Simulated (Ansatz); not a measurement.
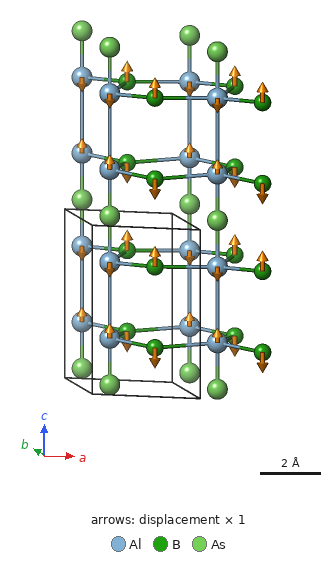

A relaxation of a crystal of Al2B2As (a generated structure, set up in P-6m2) (coarse preliminary run). The starting structure is drawn; orange arrows show the displacements (the part carried along by the change of the cell is left out), at their true length.

A ball-and-stick model of the cell of the calculation, repeated 2 × 2 × 2 with one cell outlined, seen slightly off an axis.

These are results of DFT PBE, scalar-relativistic, plane waves, PAW (Ansatz), not measurements. Set-up: plane-wave cutoff 420 eV; k-point mesh 6 × 6 × 4; occupations gaussian; smearing width 0.1 eV; no spin polarisation; cell and atoms relaxed; force threshold 0.04 eV/Å; at most 70 steps.

**Which element moves most?**

Boron: up to 0.72 Å, against 0.52 Å for aluminium.

**What did the optimiser do to the structure, and how much energy did it gain?**

The largest moves relative to the cell, 0.72 Å, are those of B atoms. By element the largest moves are B 0.72 Å, Al 0.52 Å. As stays in place. The volume changes by +1.1 %, with a = b 3.760 → 3.170 Å (−15.7 %), c 5.743 → 8.174 Å (+42.3 %). Among the contacts that change: Al–As 1.581 → 2.770 Å, As–As 3.760 → 3.170 Å, As–B 2.635 → 2.309 Å, Al–B 2.173 → 2.281 Å. Bond angles that change, for instance: Al–Al–B 92.3° → 126.7°, B–Al–B 119.8° → 88.0°, Al–B–Al 119.8° → 88.0°. The space group stays P-6m2 (No. 187). Over 16 accepted moves (20 points after the start) the energy falls by 4094 meV per atom. The largest force component goes from 38 to 0.002 eV/Å. The pressure goes from 93.52 to 0.01 GPa. The line search rejected the trial step at point 15 of the run. The SCF was repeated 3 times at an unchanged geometry on a basis and grid sized afresh for the cell, which shifted the energy by 31.3 meV per atom at most.
